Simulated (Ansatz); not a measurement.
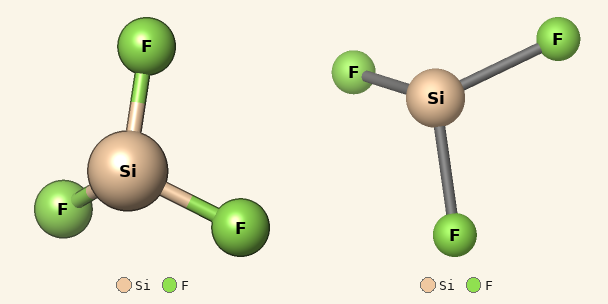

The same structure drawn twice, from different directions.

Charge 0, doublet. The computed structure is the end point of a PBE0-D4/def2-TZVP optimisation.

Which formula does it have?

SiF₃, 4 atoms: 1 silicon and 3 fluorine.

How many bonds of each kind are drawn?

3 F–Si. Sticks follow a distance rule.

How many sets of symmetry-equivalent atoms are there?

2: 1 Si, 3 F.

More results for the same structure follow; atom numbers are the same in all pictures, views and colours differ.

### Vibrations

Harmonic vibrations computed with UKS PBE0-D4/def2-TZVP (Ansatz 0.2.0) at a stationary point of the same level.

List the wavenumbers.

6 modes: 284, 284, 403, 834, 962, 962 cm⁻¹.

### Charges

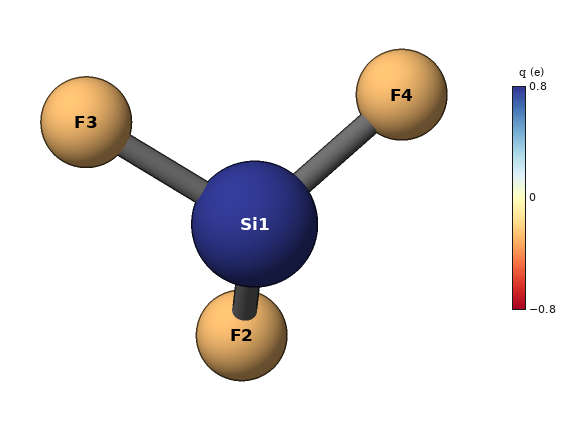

Atoms are coloured by their Mulliken charges. Method: UKS PBE0-D4/def2-TZVP (Ansatz 0.2.0).

Give the Mulliken charges atom by atom.

```tsv
atom	value (e)
Si1	0.78
F2	−0.26
F3	−0.26
F4	−0.26
```

### Thermal motion

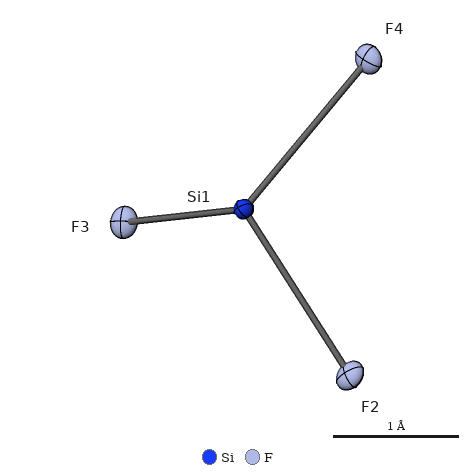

Displacement ellipsoids at the 50 % level, enlarged 2 times, from the internal vibrations of the free molecule (harmonic, no overall translation or rotation; no half-axis is drawn under 0.075 Å). Vibrations computed with UKS PBE0-D4/def2-TZVP (Ansatz 0.2.0). Temperature: 200 K.

Give the displacement parameters, one line for each set of equivalent atoms.

```
      atom  U_eq (Å²)   rms amplitudes (Å)
       Si1    0.00073  0.026, 0.026, 0.030
F2, F3, F4     0.0011  0.017, 0.037, 0.042
```

Mulliken values depend strongly on the basis set and can even reverse the polarity of a bond.
